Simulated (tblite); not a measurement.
**C₂H₅Cl₃Si: geometry relaxation**

System: C₂H₅Cl₃Si (ethyltrichlorosilane).
Method: GFN2-xTB geometry optimisation, gas phase (tblite 0.8.0).

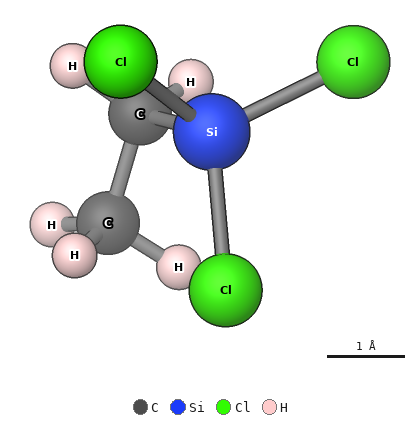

Fig. 1: The starting structure (ball-and-stick view, seen at a tilt).

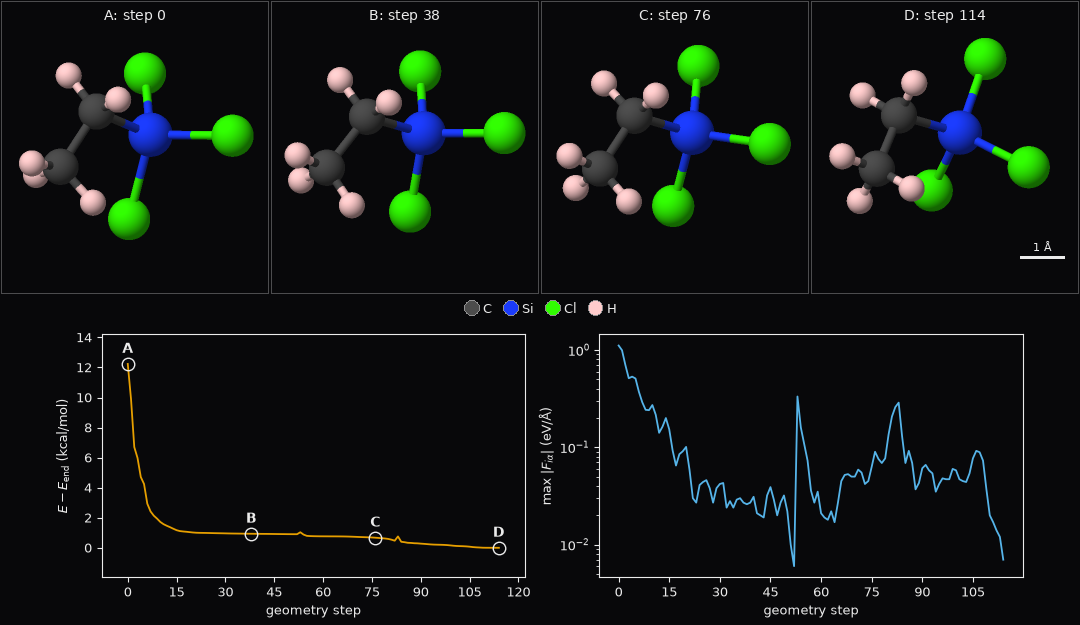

Fig. 2: Frames of the relaxation (ball-and-stick view, seen at a tilt) above the curves, on which the letters mark them (steps are counted from 0).

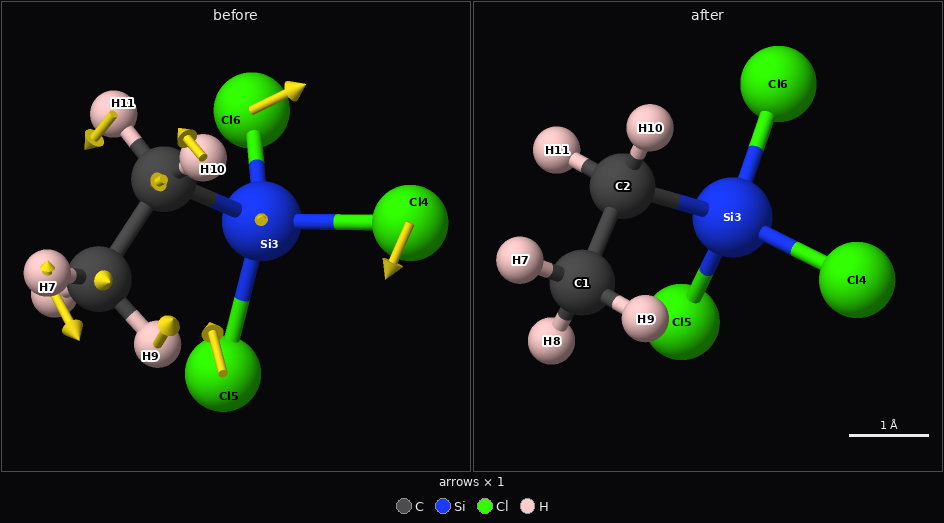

Fig. 3: Before (left) and after (right) the relaxation, at one scale (ball-and-stick view, seen at a tilt). The yellow arrows give the displacements, at true length. The largest move after the best rigid fit is that of Cl5, 1.08 Å. Largest moves by element: Cl 1.08 Å, H 0.87 Å, C 0.34 Å, Si 0.14 Å. Among the contacts that change: Si3–Cl5 2.112 → 2.023 Å, Si3–Cl4 2.105 → 2.022 Å, Si3–Cl6 2.075 → 2.025 Å, C1–H9 1.119 → 1.087 Å. Among the angles that change: C1–C2–Si3 102.5° → 113.5°, C2–C1–H9 105.3° → 110.8°, H7–C1–H8 113.2° → 108.4°. Over 114 geometry steps the energy falls by 12.2 kcal/mol. The largest force component goes from 1.1 to 0.007 eV/Å. (Atoms are counted from 1 in the order of the input.)

The input that produced these results follows, with the program's output.

### Input
```
{"job": {"kind": "relax", "xc": "GFN2-xTB", "basis": "xTB"}, "charge": 0, "multiplicity": 1}
C     -1.136000    -0.285400     0.702600
C     -0.510100    -0.134100    -0.686300
Si     1.299400     0.310200    -0.278200
Cl     1.559800     2.301600    -0.907800
Cl     1.598700     0.168500     1.807300
Cl     2.490000    -1.027500    -1.326200
H     -2.244800    -0.357800     0.650100
H     -0.664200    -1.163800     1.186400
H     -0.799600     0.613800     1.277000
H     -1.009500     0.662900    -1.231200
H     -0.572800    -1.083000    -1.245600
```

The first line tells a small driver script what to run in tblite; the rest is the geometry in Å.

Command:
```bash
OMP_NUM_THREADS=1 python <driver script> task.json out
```

### The program's output
```
step      E/eV     max force
  0    -607.20272    1.340
  1    -607.30415    1.077
  2    -607.44263    0.865
  3    -607.47414    0.627
  4    -607.52895    0.630
  5    -607.54926    0.631
  6    -607.60593    0.469
  7    -607.62831    0.328
  8    -607.64064    0.247
  9    -607.64913    0.262
 10    -607.65872    0.295
 11    -607.66520    0.246
 12    -607.66979    0.171
 13    -607.67386    0.180
 14    -607.67832    0.249
 15    -607.68249    0.187
 16    -607.68504    0.107
 17    -607.68616    0.082
 18    -607.68701    0.095
 19    -607.68807    0.103
 20    -607.68910    0.122
 21    -607.68981    0.081
 22    -607.69012    0.038
 23    -607.69027    0.033
 24    -607.69042    0.048
 25    -607.69063    0.060
 26    -607.69088    0.055
 27    -607.69110    0.039
 28    -607.69127    0.038
 29    -607.69143    0.042
 30    -607.69165    0.051
 31    -607.69188    0.049
 32    -607.69206    0.032
 33    -607.69218    0.033
 34    -607.69230    0.033
 35    -607.69244    0.038
 36    -607.69258    0.035
 37    -607.69268    0.030
 38    -607.69277    0.028
 39    -607.69287    0.029
 40    -607.69299    0.037
 41    -607.69310    0.028
 42    -607.69317    0.024
 43    -607.69324    0.023
 44    -607.69334    0.034
 45    -607.69347    0.044
 46    -607.69361    0.036
 47    -607.69372    0.023
 48    -607.69380    0.027
 49    -607.69390    0.033
 50    -607.69398    0.025
 51    -607.69403    0.013
 52    -607.69404    0.007
 53    -607.68841    0.378
 54    -607.69516    0.198
 55    -607.69883    0.157
 56    -607.69948    0.083
 57    -607.69981    0.044
 58    -607.69998    0.036
 59    -607.70011    0.040
 60    -607.70018    0.023
 61    -607.70023    0.022
 62    -607.70028    0.019
 63    -607.70032    0.022
 64    -607.70036    0.020
 65    -607.70043    0.028
 66    -607.70053    0.046
 67    -607.70071    0.054
 68    -607.70096    0.057
 69    -607.70129    0.059
 70    -607.70167    0.059
 71    -607.70207    0.068
 72    -607.70243    0.061
 73    -607.70275    0.048
 74    -607.70309    0.053
 75    -607.70352    0.066
 76    -607.70413    0.094
 77    -607.70485    0.081
 78    -607.70561    0.079
 79    -607.70644    0.087
 80    -607.70765    0.136
 81    -607.70980    0.211
 82    -607.71280    0.277
 83    -607.70044    0.319
 84    -607.71592    0.153
 85    -607.71710    0.086
 86    -607.71883    0.100
 87    -607.71925    0.074
 88    -607.72011    0.046
 89    -607.72045    0.060
 90    -607.72126    0.089
 91    -607.72192    0.097
 92    -607.72272    0.085
 93    -607.72349    0.056
 94    -607.72403    0.049
 95    -607.72432    0.045
 96    -607.72455    0.049
 97    -607.72486    0.049
 98    -607.72539    0.054
 99    -607.72625    0.074
100    -607.72727    0.074
101    -607.72801    0.057
102    -607.72840    0.061
103    -607.72872    0.055
104    -607.72924    0.062
105    -607.73007    0.080
106    -607.73122    0.126
107    -607.73196    0.110
108    -607.73243    0.089
109    -607.73300    0.050
110    -607.73316    0.023
111    -607.73320    0.019
112    -607.73323    0.017
113    -607.73326    0.014
114    -607.73329    0.008
```

### Trajectory as extended XYZ (Å, eV, eV/Å), 10 of the 115 frames kept, from step=0 to step=114
```
11
Properties=species:S:1:pos:R:3:forces:R:3 step=0 energy=-607.20272
C    -1.1360   -0.2854    0.7026   -0.2280   0.2520   0.3250
C    -0.5101   -0.1341   -0.6863    0.3240  -0.3880   0.3930
Si    1.2994    0.3102   -0.2782    0.7810   0.3720  -0.3720
Cl    1.5598    2.3016   -0.9078    0.0940  -0.9330   0.3780
Cl    1.5987    0.1685    1.8073    0.3880   0.1340  -1.1130
Cl    2.4900   -1.0275   -1.3262   -0.2200   0.5840   0.4900
H    -2.2448   -0.3578    0.6501    0.8820  -0.0470   0.2360
H    -0.6642   -1.1638    1.1864   -0.8080   0.4450  -0.1430
H    -0.7996    0.6138    1.2770   -1.0630  -0.7930  -0.1900
H    -1.0095    0.6629   -1.2312   -0.0050  -0.1330  -0.1230
H    -0.5728   -1.0830   -1.2456   -0.1440   0.5050   0.1180
11
Properties=species:S:1:pos:R:3:forces:R:3 step=13 energy=-607.67386
C    -1.2340   -0.2958    0.7223   -0.0030   0.0220   0.1510
C    -0.4780   -0.1208   -0.5993   -0.1310  -0.0580   0.1060
Si    1.3727    0.3276   -0.3541   -0.0490  -0.0230   0.0340
Cl    1.7018    2.2443   -0.9273    0.0020  -0.0650  -0.0660
Cl    1.8712    0.2066    1.6037    0.0010  -0.0140   0.0480
Cl    2.6083   -0.9405   -1.3430   -0.0890   0.0730  -0.0540
H    -2.3042   -0.4305    0.5568    0.1630   0.0040  -0.0760
H    -0.8589   -1.1590    1.2644   -0.0190  -0.0770  -0.0200
H    -1.0946    0.5660    1.3693   -0.0750   0.0800  -0.0430
H    -0.9832    0.6533   -1.1788    0.0880   0.0480  -0.0210
H    -0.5904   -1.0460   -1.1660    0.1120   0.0090  -0.0580
11
Properties=species:S:1:pos:R:3:forces:R:3 step=25 energy=-607.69063
C    -1.2504   -0.3005    0.7343    0.0200   0.0020  -0.0220
C    -0.4660   -0.1193   -0.5679    0.0180   0.0080  -0.0130
Si    1.3821    0.3272   -0.3274   -0.0350   0.0220  -0.0440
Cl    1.7151    2.2214   -0.9723   -0.0020  -0.0160   0.0260
Cl    1.9033    0.2003    1.6186    0.0200  -0.0020   0.0290
Cl    2.5705   -0.9151   -1.3988   -0.0160  -0.0140   0.0010
H    -2.3041   -0.4578    0.5163    0.0040  -0.0150  -0.0050
H    -0.8837   -1.1593    1.2901    0.0100   0.0120   0.0020
H    -1.1601    0.5775    1.3679   -0.0170   0.0100  -0.0030
H    -0.9457    0.6656   -1.1563    0.0000  -0.0070   0.0150
H    -0.5501   -1.0347   -1.1564   -0.0020   0.0010   0.0150
11
Properties=species:S:1:pos:R:3:forces:R:3 step=38 energy=-607.69277
C    -1.2525   -0.2983    0.7311   -0.0010   0.0070   0.0010
C    -0.4633   -0.1138   -0.5663   -0.0130  -0.0060  -0.0090
Si    1.3819    0.3309   -0.3235    0.0100  -0.0080   0.0040
Cl    1.7255    2.2271   -0.9467    0.0050   0.0050  -0.0030
Cl    1.9330    0.1929    1.6168   -0.0140  -0.0110  -0.0090
Cl    2.5335   -0.9326   -1.4109    0.0130   0.0070  -0.0040
H    -2.2969   -0.4998    0.5028    0.0100  -0.0110   0.0200
H    -0.8586   -1.1307    1.3081   -0.0060   0.0060  -0.0040
H    -1.2027    0.5947    1.3484   -0.0100   0.0070  -0.0090
H    -0.9458    0.6652   -1.1588   -0.0020   0.0260   0.0090
H    -0.5432   -1.0303   -1.1528    0.0070  -0.0240   0.0050
11
Properties=species:S:1:pos:R:3:forces:R:3 step=51 energy=-607.69403
C    -1.2506   -0.2913    0.7320   -0.0090   0.0040   0.0040
C    -0.4660   -0.1133   -0.5696   -0.0100  -0.0040   0.0070
Si    1.3814    0.3255   -0.3279    0.0060  -0.0050   0.0000
Cl    1.7378    2.2265   -0.9286   -0.0040   0.0040   0.0040
Cl    1.9183    0.1568    1.6137    0.0050  -0.0040  -0.0010
Cl    2.5387   -0.9234   -1.4267   -0.0010   0.0050  -0.0020
H    -2.2863   -0.5399    0.5113    0.0050   0.0020   0.0000
H    -0.8277   -1.0915    1.3336   -0.0040   0.0070  -0.0040
H    -1.2370    0.6214    1.3222    0.0050  -0.0050  -0.0060
H    -0.9491    0.6672   -1.1600    0.0030  -0.0020  -0.0060
H    -0.5485   -1.0327   -1.1519    0.0040  -0.0030   0.0040
11
Properties=species:S:1:pos:R:3:forces:R:3 step=63 energy=-607.70032
C    -1.2773   -0.1661    0.7252    0.0010   0.0020  -0.0100
C    -0.4515   -0.1758   -0.5624    0.0220   0.0020   0.0010
Si    1.3859    0.3067   -0.3265   -0.0060  -0.0030   0.0020
Cl    1.6994    2.2202   -0.9111   -0.0110  -0.0040   0.0090
Cl    1.9321    0.1321    1.6124    0.0050  -0.0070  -0.0080
Cl    2.5628   -0.9082   -1.4427   -0.0020   0.0080  -0.0020
H    -2.3055   -0.4476    0.5101   -0.0010   0.0060   0.0040
H    -0.8733   -0.8706    1.4469   -0.0080   0.0080   0.0100
H    -1.2797    0.8223    1.1769   -0.0020   0.0020   0.0050
H    -0.9150    0.5071   -1.2768    0.0040  -0.0120  -0.0090
H    -0.5111   -1.1717   -1.0046   -0.0020  -0.0010  -0.0030
11
Properties=species:S:1:pos:R:3:forces:R:3 step=76 energy=-607.70413
C    -1.2879   -0.1310    0.7148    0.0270   0.0120   0.0330
C    -0.4365   -0.2160   -0.5530   -0.0380  -0.0170  -0.0260
Si    1.3899    0.2878   -0.3174    0.0900   0.0270   0.0060
Cl    1.5966    2.2427   -0.8196    0.0340  -0.0550   0.0240
Cl    2.0010    0.0419    1.5959   -0.0300  -0.0010  -0.0440
Cl    2.5775   -0.8457   -1.5118   -0.0390   0.0620   0.0240
H    -2.3215   -0.3894    0.4956    0.0170   0.0000  -0.0160
H    -0.9174   -0.8158    1.4731   -0.0030   0.0010   0.0000
H    -1.2665    0.8739    1.1288   -0.0130   0.0060  -0.0120
H    -0.8769    0.4327   -1.3131   -0.0330  -0.0320  -0.0030
H    -0.4916   -1.2326   -0.9460   -0.0120  -0.0030   0.0150
11
Properties=species:S:1:pos:R:3:forces:R:3 step=89 energy=-607.72045
C    -1.3060   -0.0154    0.6759    0.0070  -0.0030  -0.0050
C    -0.4099   -0.3512   -0.5190    0.0330   0.0310   0.0230
Si    1.3922    0.2524   -0.3139   -0.0200   0.0280   0.0080
Cl    1.4377    2.2705   -0.4768   -0.0070   0.0050   0.0030
Cl    2.1286   -0.2551    1.4972   -0.0140  -0.0330   0.0250
Cl    2.5912   -0.5353   -1.7414   -0.0230  -0.0250  -0.0250
H    -2.3441   -0.2317    0.4334    0.0110  -0.0100   0.0380
H    -1.0251   -0.6013    1.5466    0.0180  -0.0160   0.0010
H    -1.2259    1.0355    0.9414   -0.0360   0.0220  -0.0430
H    -0.8376    0.1097   -1.4117    0.0220  -0.0170  -0.0120
H    -0.4344   -1.4297   -0.6843    0.0080   0.0170  -0.0120
11
Properties=species:S:1:pos:R:3:forces:R:3 step=101 energy=-607.72801
C    -1.3053    0.0032    0.6659    0.0060   0.0070   0.0020
C    -0.3995   -0.3508   -0.5141   -0.0110  -0.0090  -0.0300
Si    1.3939    0.2637   -0.3094    0.0120  -0.0470  -0.0040
Cl    1.4629    2.2824   -0.3890    0.0110  -0.0060  -0.0120
Cl    2.1080   -0.3399    1.4832    0.0350  -0.0010  -0.0110
Cl    2.5340   -0.5190   -1.7925    0.0010   0.0430   0.0380
H    -2.3269   -0.3004    0.4527   -0.0220  -0.0120   0.0370
H    -0.9749   -0.5009    1.5709   -0.0060   0.0070  -0.0210
H    -1.2973    1.0744    0.8532   -0.0180  -0.0090  -0.0210
H    -0.8298    0.0709   -1.4253    0.0210  -0.0080   0.0170
H    -0.3984   -1.4352   -0.6482   -0.0280   0.0350   0.0050
11
Properties=species:S:1:pos:R:3:forces:R:3 step=114 energy=-607.73329
C    -1.3215    0.0478    0.6402    0.0010  -0.0020  -0.0010
C    -0.3946   -0.3838   -0.4972    0.0000  -0.0020   0.0010
Si    1.3987    0.2362   -0.2953    0.0040  -0.0020   0.0030
Cl    1.4336    2.2570   -0.2376    0.0000   0.0030  -0.0050
Cl    2.1936   -0.4760    1.4227   -0.0020  -0.0030  -0.0020
Cl    2.5228   -0.4018   -1.8546   -0.0020   0.0030   0.0010
H    -2.3258   -0.3346    0.4744   -0.0010  -0.0040  -0.0030
H    -0.9630   -0.3335    1.5926   -0.0040   0.0000   0.0070
H    -1.3750    1.1314    0.7045    0.0040   0.0030  -0.0020
H    -0.8026   -0.0207   -1.4424   -0.0010   0.0030   0.0010
H    -0.3994   -1.4736   -0.5600    0.0020   0.0010   0.0000
```

### Results in brief

| quantity | value |
| --- | --- |
| outcome | converged |
| total energy | −607.7333 eV |
| hardware | 1 CPU thread, shared host |
| peak memory | 0.19 GiB |
